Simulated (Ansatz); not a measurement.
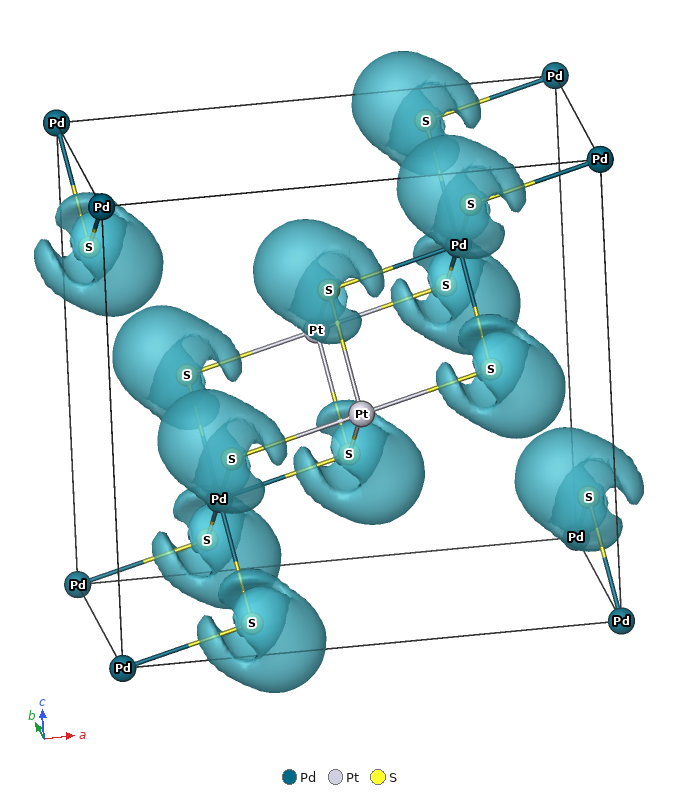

*Pd$_{3}$PtS$_{8}$. Isosurface of the ELF at 0.8 (cyan), seen at an oblique angle. Only the valence region is drawn (cores and ρ < 0.01 e/Å³ removed). Sticks mark near contacts.*

Space group P2/m; a structure generated by program, which may or may not match a known phase.

Method: Ansatz 0.2.0, DFT PBE, scalar-relativistic, plane waves, PAW.

Identify the bonds, lone pairs and shells in this picture.

Answer. The surface consists of eight regions wrapped around S (the valence shell of each), counted in one cell of 12 atoms. Any copies at cell faces, edges or corners count once. Along the contacts the grid gives the following. Pd–S (2.40 Å): the ELF peaks at about 0.85 in the valence shell of S, 0.8 Å from its nucleus, and is about 0.45 at the midpoint. Pt–S (2.40 Å): the ELF peaks at about 0.85 in the valence shell of S, 0.8 Å from its nucleus, and is about 0.45 at the midpoint.
